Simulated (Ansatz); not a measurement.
# One shape, several levels: SiHCl2 (SMILES Cl[SiH]Cl)

Aim: a comparison of 6 runs (U-r2SCAN/STO-3G, U-wB97M-V/STO-3G, USVWN5/STO-3G, UMP2/STO-3G, UCCSDT/STO-3G, UCCSD(T)/STO-3G) of SiHCl2. 

The calculation is run with Ansatz 0.2.0.

68 further runs of the same task are left out: 9 that didn't finish, 59 set aside as unsound or not needed.

**1. The structure to begin with**

The species is SiHCl2 (4 atoms), meant as a doublet with charge 0. SMILES: `Cl[SiH]Cl`. The Cl3–Si2 distance was set to 2.559 Å, away from the relaxed value.

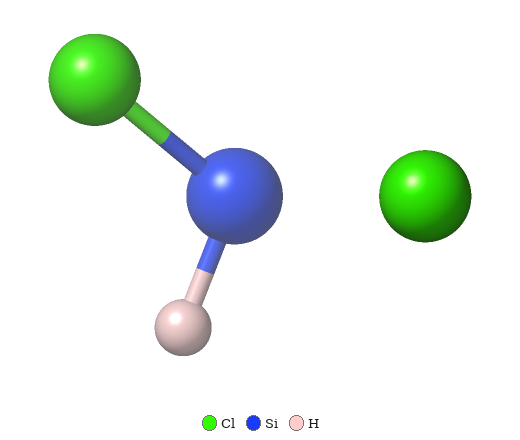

The structure, seen from a chosen angle (chlorine green, silicon blue, hydrogen pink).

**2. The energy at U-r2SCAN/STO-3G (run 1)**

input.yaml

```yaml
crystal:
  periodic: [false, false, false]
  atoms:
    - {symbol: Cl, position_ang: [-1.662423, 0.144578, 1.399775]}
    - {symbol: Si, position_ang: [0.171777, -0.447422, 0.710375]}
    - {symbol: Cl, position_ang: [0.250900, -0.281300, -1.841700]}
    - {symbol: H, position_ang: [1.192377, 0.484478, 1.262775]}
basis:
  gaussian: {orbitals: STO-3G}
accuracy: high
magnetization: {spin_polarized: true, initial_magnetization: 1}
hamiltonian: {xc: {name: r2SCAN}}
```

On the command line:

```sh
$ ansatz run input.yaml --threads 1 --pin off --max-ram 2610MiB --events-out events.jsonl --progress --plain --runs-dir runs
```

What it wrote:

```text
Warning: RAYON_NUM_THREADS=1 ignored (pool sized by the plan → 1); use --threads N
Functional definition: r2SCAN
  name "r2SCAN"
  parameter k0 = 0.174
  parameter k1 = 0.065
  parameter a1 = 4.9479
  exchange = r2scan_x(k0 = k0, k1 = k1, a1 = a1)
  correlation = r2scan_c
497 factors; integrals over basis functions are off by at most 2.0e-8 eV
mean field evaluation 1: about -32570.3104 eV, gradient 1.7e1 eV
mean field evaluation 2: about -32541.7394 eV, gradient 4.9e1 eV
mean field evaluation 4: about -32574.0448 eV, gradient 3.4e0 eV
mean field evaluation 8: about -32574.2118 eV, gradient 4.0e-2 eV
mean field evaluation 16: about -32574.2118 eV, gradient 3.0e-5 eV
mean field -32574.21183439 eV, -1197.0802053201 hartree, gradient 2.2e-8 eV, S^2 0.753467; 1 other end points of the search recorded, 0 dependent functions left out
reference -32574.21183504 eV, -1197.0802053441 hartree; 25, 24 occupied and 3, 4 virtual orbitals, 497 factors
Total energy: -32574.21183504 eV, -1197.0802053441 hartree
```

Run time: 6.9 s. Hardware: 1 thread of Arm Neoverse V2, shared host; peak memory 0.26 GiB.

**3. The energy at U-wB97M-V/STO-3G (run 2)**

job.yaml

```yaml
crystal:
  periodic: [false, false, false]
  atoms:
    - {symbol: Cl, position_ang: [-1.662423, 0.144578, 1.399775]}
    - {symbol: Si, position_ang: [0.171777, -0.447422, 0.710375]}
    - {symbol: Cl, position_ang: [0.250900, -0.281300, -1.841700]}
    - {symbol: H, position_ang: [1.192377, 0.484478, 1.262775]}
basis:
  gaussian: {orbitals: STO-3G}
magnetization: {spin_polarized: true, initial_magnetization: 1}
hamiltonian: {xc: {name: wB97M-V}}
accuracy: high
```

On the command line:

```sh
$ ansatz run job.yaml --threads 1 --pin off --max-ram 2610MiB --events-out events.jsonl --progress --plain --runs-dir runs
```

What it wrote, shortened:

```text
Warning: RAYON_NUM_THREADS=1 ignored (pool sized by the plan → 1); use --threads N
Functional definition: wB97M-V
  name "wB97M-V"
[...]
  gx(w, u) = 1 - cx + cx01*u + cx10*w
  gss(w, u) = css00 + css04*u^4 + css10*w + css20*w^2 + css43*w^4*u^3
  gos(w, u) = cos00 + cos10*w + (cos20 + cos21*u)*w^2 + (cos60 + cos61*u)*w^6
[...]
      + integral(e_c_pw_mod_opposite_spin*gos(b97_w_opposite, b97_u_opposite)) + vv10(b, c)
497 factors; integrals over basis functions are off by at most 2.0e-8 eV
172 factors; integrals over basis functions are off by at most 6.7e-10 eV
[...]
mean field -32578.22126317 eV, -1197.2275491101 hartree, gradient 8.5e-8 eV, S^2 0.755317; 0 other end points of the search recorded, 0 dependent functions left out
reference -32578.22126539 eV, -1197.2275491916 hartree; 25, 24 occupied and 3, 4 virtual orbitals, 497 factors
Total energy: -32578.22126539 eV, -1197.2275491916 hartree
```

It took 33 s on 1 thread of Arm Neoverse V2, shared host; peak memory 0.56 GiB.

Runs 3 to 5 aren't shown in full; the table further down has their settings and results.

**4. A single-point energy at UCCSD(T)/STO-3G (run 6)**

input.yaml

```yaml
crystal:
  periodic: [false, false, false]
  atoms:
    - symbol: Cl
      position_ang: [-1.662423, 0.144578, 1.399775]
    - symbol: Si
      position_ang: [0.171777, -0.447422, 0.710375]
    - symbol: Cl
      position_ang: [0.250900, -0.281300, -1.841700]
    - symbol: H
      position_ang: [1.192377, 0.484478, 1.262775]
basis:
  gaussian:
    orbitals: STO-3G
total_charge: 0
magnetization:
  spin_polarized: true
  initial_magnetization: 1
correlation:
  method: ccsd_t
  frozen_orbitals: {Cl: 5, H: 0, Si: 5}
accuracy: high
scf:
  omitted_lower_state_checks: [cluster_reference, increment]
```

On the command line:

```sh
$ ansatz run input.yaml --threads 1 --pin off --max-ram 2610MiB --events-out events.jsonl --progress --plain --runs-dir runs
```

What it wrote, shortened:

```text
Warning: RAYON_NUM_THREADS=1 ignored (pool sized by the plan → 1); use --threads N
Functional definition: HF
  name "HF"
[...]
497 factors; integrals over basis functions are off by at most 2.0e-8 eV
[...]
mean field -32527.17609607 eV, -1195.3516738187 hartree, gradient 1.8e-8 eV, S^2 0.781399; 4 other end points of the search recorded, 0 dependent functions left out
15 core orbitals not correlated: weight in the atoms' cores, before any rotation towards them, 1.000 or more for the frozen orbitals, at most 0.000 for the correlated occupied ones
reference -32527.17609607 eV, -1195.3516738187 hartree; 10, 9 occupied and 3, 4 virtual orbitals, 497 factors
second order -1.08344328 eV of doubles, -0.00000000 eV of singles
cycle   1  -1.35070569 eV  change   -2.7e-1 eV  update   7.0e-2
[...]
cycle  26  -1.59574910 eV  change   2.8e-12 eV  update   1.4e-9
perturbative correction -0.04722503 eV, -0.0017354880 hartree
Total energy: -32528.81907020 eV, -1195.4120520045 hartree
Checks for a lower state left out: cluster_reference, increment
```

Run time: 0.5 s. Hardware: 1 thread of Arm Neoverse V2, shared host.

**5. All runs side by side**

| run | level | frozen core orbitals | energy (Eh) | ⟨S²⟩ | wall time |
| --- | --- | --- | --- | --- | --- |
| 1 | U-r2SCAN/STO-3G | – | -1197.080205 | 0.753 | 6.9 s |
| 2 | U-wB97M-V/STO-3G | – | -1197.227549 | 0.755 | 33 s |
| 3 | USVWN5/STO-3G | – | -1192.863162 | 0.751 | 1.4 s |
| 4 | UMP2/STO-3G | 15 | -1195.391490 | 0.781 | 0.36 s |
| 5 | UCCSDT/STO-3G | 15 | -1195.412788 | 0.781 | 0.9 s |
| 6 | UCCSD(T)/STO-3G | 15 | -1195.412052 | 0.781 | 0.5 s |

**6. Outcome**

| quantity | value |
| --- | --- |
| run 6: total energy | -1195.41205 Eh |
| run 6: correlation energy (15 core orbitals frozen) | -60.4 mEh |
| run 6: (T) correction | -1.74 mEh |
| run 6: ⟨S²⟩ of the reference determinant | 0.781 |
| run 6: T1 diagnostic | 0.019 |

**Reading.** Totals of different functionals can't be ranked against each other. In runs 1, 2, 3, 4, 5, 6 the basis is minimal, so the values are rough. All runs together took 43 s, the longest 33 s.
